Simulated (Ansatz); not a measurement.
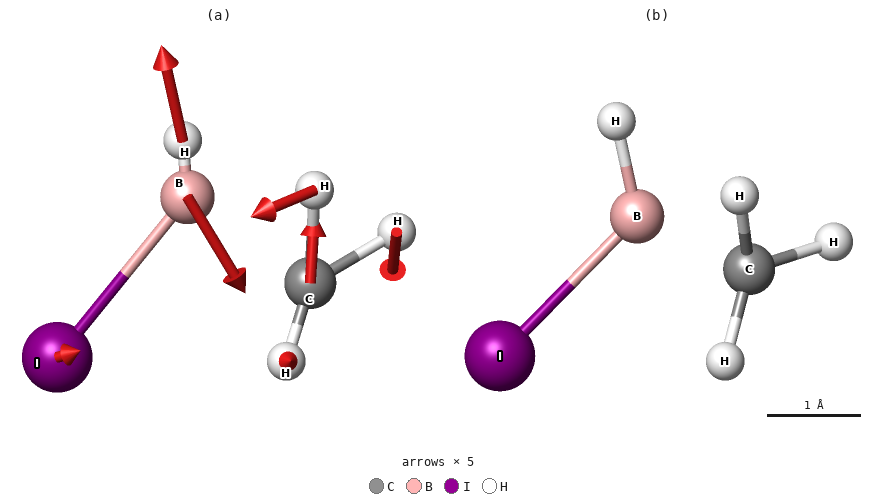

The structure of CH₄BI (multiplicity 3) before (left) and after (right) a relaxation, at one scale. The red arrows give the displacements, magnified 5 times.

The picture is a ball-and-stick view, seen from a free direction.

Computed with UKS B3LYP/def2-mTZVP (Ansatz).

The input:
```yaml
crystal:
  periodic: [false, false, false]
  atoms:
    - {symbol: C, position_ang: [-0.789518, 0.182721, -0.502534]}
    - {symbol: B, position_ang: [0.943614, -0.508563, 0.395762]}
    - {symbol: I, position_ang: [1.448367, 1.309356, 1.652924]}
    - {symbol: H, position_ang: [-1.014673, 1.003580, -0.193466]}
    - {symbol: H, position_ang: [-0.603399, -0.337894, -1.515611]}
    - {symbol: H, position_ang: [-1.334937, -0.915106, -0.350111]}
    - {symbol: H, position_ang: [0.960061, -1.126343, 0.466404]}
basis:
  gaussian: {orbitals: def2-mTZVP, nuclear_model: gaussian, point_charges: [{charge: -1.00, position_ang: [5.954, 0.511, -0.130]}]}
magnetization: {spin_polarized: true, initial_magnetization: 2}
hamiltonian: {xc: {name: B3LYP}}
accuracy: high
relax: {f_tol: 0.001, max_steps: 3}
output: {forces: true}
```

Launched with:
```bash
ansatz run in.yaml --threads 2 --pin off --events-out ev --progress --plain --max-ram 20480MiB --backend cpu
```

> What changed between the two?

The relaxation stopped without meeting its thresholds, so the last structure isn't shown to be converged. The input was poor on purpose: steps. After 2 geometry steps the energy has fallen by 14.672 eV. Largest force component: 78 eV/Å at the start, 3.2 eV/Å at the end. The largest move after the best rigid fit is that of B2, 0.26 Å. By element the largest moves are B 0.26 Å, H 0.23 Å, C 0.15 Å, I 0.06 Å. Among the contacts that change: B2–H7 0.622 → 1.086 Å, C1–B2 2.071 → 1.920 Å, C1–H4 0.906 → 1.054 Å, B2–I3 2.267 → 2.136 Å. Among the angles between lasting bonds that change: H5–C1–H6 77.2° → 104.8°, H4–C1–H5 138.5° → 123.8°, I3–B2–H7 136.7° → 123.9°. The run took of the order of 30 core-seconds on a shared host.
